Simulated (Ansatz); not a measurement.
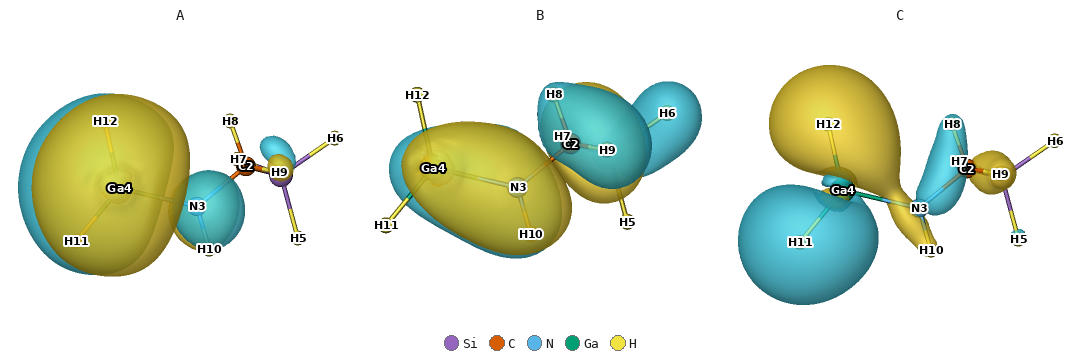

Figure. CH₈GaNSi (SMILES [SiH3]C[NH][GaH2]). Three frontier orbitals at ±0.06 Å⁻³ᐟ² (yellow and cyan are the two phases), in no order.

Geometry: PBE0-D4/def2-TZVP.

Method: Ansatz, RKS PBE0-D4/def2-TZVPP.

```csv
atom,x (Å),y (Å),z (Å)
Si,-0.7844,1.7034,0.2247
C,0.3731,0.2991,0.7314
N,0.7326,-0.5201,-0.4107
Ga,0.3110,-2.2643,-0.7094
H,-0.1458,2.4819,-0.8733
H,-1.0729,2.6278,1.3577
H,-2.0624,1.1361,-0.2826
H,-0.1409,-0.3208,1.4736
H,1.2576,0.7039,1.2427
H,1.2310,-0.0066,-1.1219
H,0.7869,-2.8704,-2.0652
H,-0.4857,-2.9700,0.4330
```

Question: Order the three orbitals by energy and name them.

Answer: C is the HOMO−1 (−8.58 eV). Its weight (Hirshfeld) is mainly on Ga4 (about 35 %), H11 (about 30 %) and H12 (about 25 %). B is the HOMO (−6.61 eV). Its weight (Hirshfeld) is mainly on N3 (about 50 %), C2 (about 15 %), Ga4 (about 15 %) and Si1 (about 10 %). A is the LUMO (−0.89 eV). Its weight (Hirshfeld) is mainly on Ga4 (about 75 %) and N3 (about 10 %).

Question: What is the HOMO–LUMO gap?

Answer: 5.72 eV between the orbital energies.
